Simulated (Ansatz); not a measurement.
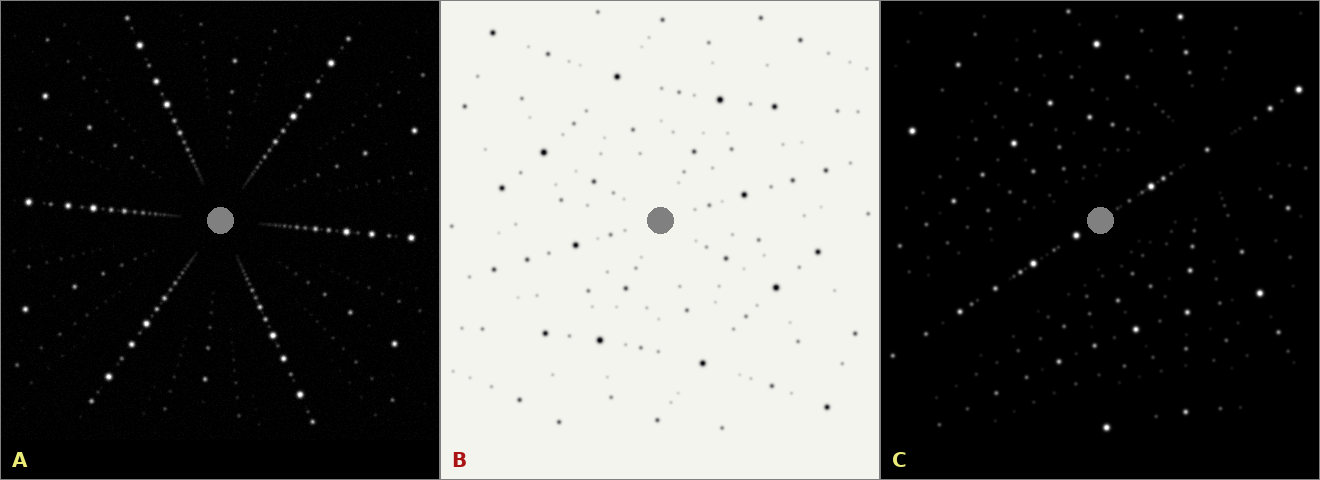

Simulated back-reflection Laue patterns (white X-rays, 0.45 to 2.2 Å, flat plate covering ±45° about the beam, kinematic intensities, seen from the source). Crystal: Er, space group P6_3/mmc (No. 194), a = 3.397 Å, c = 5.520 Å (hexagonal axes). Structure: coordinates from a relaxation with DFT LDA, scalar-relativistic, plane waves, PAW in Ansatz 0.2.0.

```tsv
atom	site	symmetry	x	y	z
Er	2d	-6m2	0.3333	0.6667	0.7500
```

**The directions [001], [100], [211] point towards the source, in some order. Which is which?**

A: [001], symmetry 6mm (a sixfold axis with mirror lines). B: [100], symmetry 2mm (a twofold axis with two mirror lines). C: [211], symmetry m (one mirror line). The Laue class is 6/mmm.
